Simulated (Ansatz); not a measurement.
# Abstraction of Cl: C2H5Cl2Ga + CH2Br → C2H5ClGa + CH2BrCl

Species: C2H5Cl2Ga `C[CH2][Ga]([Cl])[Cl]`, singlet; CH2Br `[CH2]Br`, doublet; C2H5ClGa `C[CH2][Ga][Cl]`, doublet; CH2BrCl (bromochloromethane) `ClCBr`, singlet. A radical takes Cl: the energy is the difference in strength between the Ga–Cl bond broken and the C–Cl bond made.

Shapes, held fixed at every level: PBE0-D4/def2-TZVP. Flexible molecules stand in one conformer, not always the lowest. Programs: Ansatz 0.2.0. Electronic energies: no zero-point or thermal term.

| level | kind | ΔE (kJ/mol) | less CCSD(T)/def2-TZVPP |
| --- | --- | --- | --- |
| HF/def2-TZVPP | Hartree–Fock | +133.2 | +30.2 |
| B3LYP-D4/def2-TZVPP | global hybrid | +89.0 | -14.0 |
| BHLYP-D4/def2-TZVPP | global hybrid | +107.5 | +4.5 |
| r2SCAN0-D4/def2-TZVPP | global hybrid | +109.4 | +6.4 |
| B2PLYP/def2-TZVPP | double hybrid | +95.4 | -7.6 |
| CCSD/def2-SVP | coupled cluster or CI | +118.3 | +15.3 |
| CCSD(T)/def2-TZVPP | coupled cluster or CI | +103.0 | 0.0 |

The highest level, CCSD(T)/def2-TZVPP, gives ΔE = +103.0 kJ/mol; the levels span +89.0 to +133.2. The column of differences is taken from that level and isn't an error. No measured value is set beside it here. Open shells run unrestricted. Relativity is left out for Br, Ga. Outer-core shells of Br, Ga are correlated in most correlated rows, in sets that cover them unevenly.

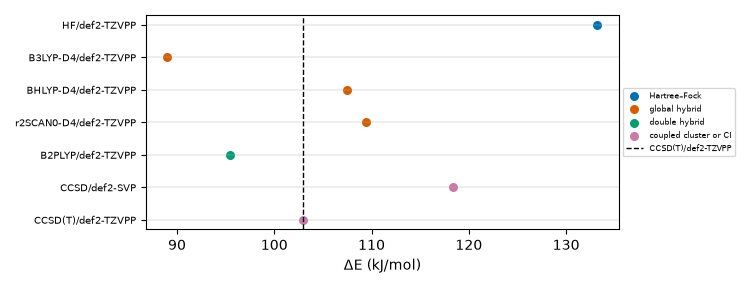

The values of the table, level by level.
